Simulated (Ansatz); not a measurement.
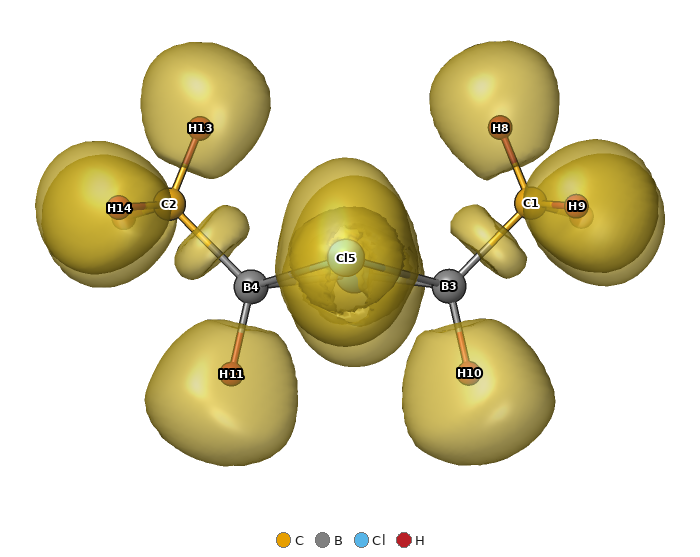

Figure 1: C2H8B2Cl2. Isosurface of the electron localisation function at 0.8 (yellow), seen across its widest extent. Core shells and regions of very low density are left out.

Geometry: PBE0-D4/def2-SVP.

Level of theory: isolated molecule in a Gaussian basis; Kohn-Sham density functional theory, functional PBE0 in Ansatz.

Input file:

```
crystal:
  periodic: [false, false, false]
  atoms:
    - {symbol: C, position_ang: [0.600460, 2.294386, -2.158766]}
    - {symbol: C, position_ang: [-3.387274, 0.253795, -0.271156]}
    - {symbol: B, position_ang: [0.191580, 0.831190, -1.774340]}
    - {symbol: B, position_ang: [-1.993075, -0.286740, -0.740132]}
    - {symbol: Cl, position_ang: [-0.495086, 0.722559, 0.086645]}
    - {symbol: Cl, position_ang: [-1.549652, 0.316552, -2.580243]}
    - {symbol: H, position_ang: [0.858195, 2.342056, -3.229996]}
    - {symbol: H, position_ang: [-0.186932, 3.036578, -1.960380]}
    - {symbol: H, position_ang: [1.503264, 2.590382, -1.598801]}
    - {symbol: H, position_ang: [0.926597, -0.111636, -1.921429]}
    - {symbol: H, position_ang: [-1.691729, -1.451479, -0.682018]}
    - {symbol: H, position_ang: [-4.191754, -0.242094, -0.839607]}
    - {symbol: H, position_ang: [-3.499646, 1.341405, -0.392270]}
    - {symbol: H, position_ang: [-3.546762, 0.006207, 0.791623]}
basis:
  gaussian: {orbitals: def2-SVPD}
hamiltonian: {xc: pbe0}
output: {forces: true, orbitals: {seedname: orbitals}}
```

Launched as:

```sh
ansatz run input.yaml --threads 2 --pin off --max-ram 6090MiB --events-out events.jsonl --progress --plain --runs-dir runs
```

> Where are the electrons localised?

The ELF exceeds this value in two regions between bonded B–C atoms (shared pairs), eight regions around hydrogen nuclei and two regions on Cl in which the atom's valence shell and bonds are merged. Along the contacts the grid gives the following. C–B (1.57 Å): the ELF peaks at about 1 between the atoms (localised, covalent bonding). B–Cl (1.99 Å): the ELF peaks at about 0.90 between the atoms, as expected for a shared but strongly polarised pair.
